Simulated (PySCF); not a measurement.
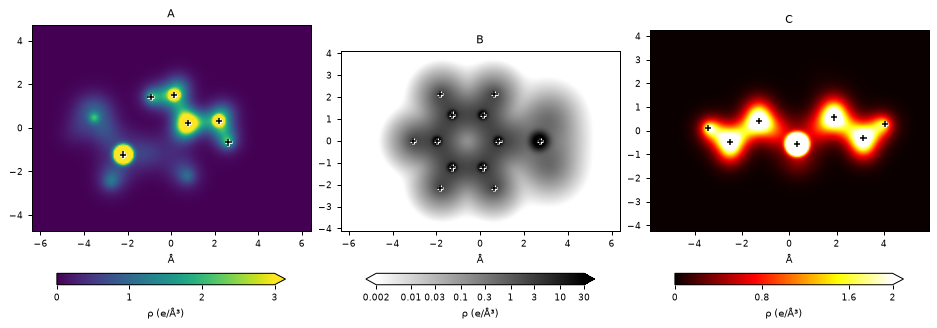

The total electron density of 3 systems, each on a plane through atoms (crosses mark nuclei in the plane).

Theory: PBE0/pcSseg-1, SCF density, gas phase, non-relativistic (PySCF 2.14.0).

System 1: C$_{7}$H$_{10}$Si (SiH2MePh), the plane of atoms C8, C13 and C12. Geometry: PBE0-D3(BJ)/def2-SVP.

```xyz
18

Si    1.1474    1.3926    0.7956
H     1.1789    1.3936    2.2925
H     2.5540    1.4022    0.2824
C     0.2366    2.9165    0.1761
H     0.7204    3.8423    0.5234
H    -0.8038    2.9131    0.5360
H     0.2141    2.9297   -0.9246
C     0.2988   -0.1809    0.2111
C     0.5962   -0.7350   -1.0439
C    -0.0667   -1.8713   -1.5043
C    -1.0422   -2.4771   -0.7132
C    -1.3495   -1.9442    0.5379
C    -0.6834   -0.8073    0.9934
H     1.3640   -0.2752   -1.6740
H     0.1810   -2.2886   -2.4836
H    -1.5613   -3.3697   -1.0712
H    -2.1096   -2.4189    1.1635
H    -0.9312   -0.4050    1.9806
```

System 2: C$_{3}$H$_{15}$N$_{2}$PSi$_{2}$, the plane of atoms N6, C7 and H19. Geometry: GFN2-xTB.

```xyz
23

C     2.5241   -0.9063   -1.0499
N     2.0969    0.4692   -0.9715
Si    1.3499    1.0847    0.4557
P     0.5937    3.0904   -0.2359
Si   -0.2450   -0.2862    1.4487
N    -1.4096   -0.7346    0.2607
C    -2.2655   -1.8795    0.4444
C    -1.9805    0.2236   -0.6539
H     2.9963   -1.1750   -0.1078
H     1.6897   -1.5953   -1.2196
H     3.2510   -1.0315   -1.8534
H     1.7755    0.8141   -1.8650
H     2.4737    1.2649    1.4027
H    -0.1503    3.3085    0.9057
H     1.6609    3.8058    0.2599
H     0.3302   -1.5802    1.8435
H    -0.8263    0.2798    2.6901
H    -3.2181   -1.6063    0.9135
H    -1.7668   -2.6085    1.0766
H    -2.4836   -2.3399   -0.5235
H    -2.1398   -0.2434   -1.6310
H    -2.9484    0.5968   -0.2970
H    -1.3126    1.0758   -0.7790
```

System 3: C$_{4}$H$_{13}$BSi, the plane of atoms C2, Si4 and C5. Geometry: GFN2-xTB.

```xyz
19

B    -1.4122   -1.3306   -1.2565
C    -1.5100   -0.2540   -0.1524
C    -2.6008    0.8038   -0.3182
Si    0.2031    0.6333   -0.1556
C     1.6332   -0.5672    0.1996
C     2.9753    0.1461    0.3128
H    -0.9158   -2.3673   -1.0305
H    -1.8009   -1.1084   -2.3386
H    -1.5959   -0.6876    0.8483
H    -2.5307    1.2802   -1.2928
H    -3.5865    0.3471   -0.2386
H    -2.5263    1.5793    0.4430
H     0.4354    1.3170   -1.4375
H     0.1429    1.6600    0.9004
H     1.6940   -1.3152   -0.5925
H     1.4459   -1.1151    1.1246
H     3.7789   -0.5608    0.5130
H     2.9539    0.8754    1.1189
H     3.2066    0.6732   -0.6095
```

**Which map belongs to which system?**

Panel A is system 2, C$_{3}$H$_{15}$N$_{2}$PSi$_{2}$: the plane holds Si, N, C and H. C–N (1.44 Å): ρ at the midpoint is about 1.9 e/Å³. Panel B is system 1, C$_{7}$H$_{10}$Si: the plane holds Si, C and H. C–C (1.39 Å): ρ at the midpoint is about 2.1 e/Å³. Panel C is system 3, C$_{4}$H$_{13}$BSi: the plane holds C, Si and H. C–C (1.52 Å): the density is about 1.6 e/Å³ at the midpoint.
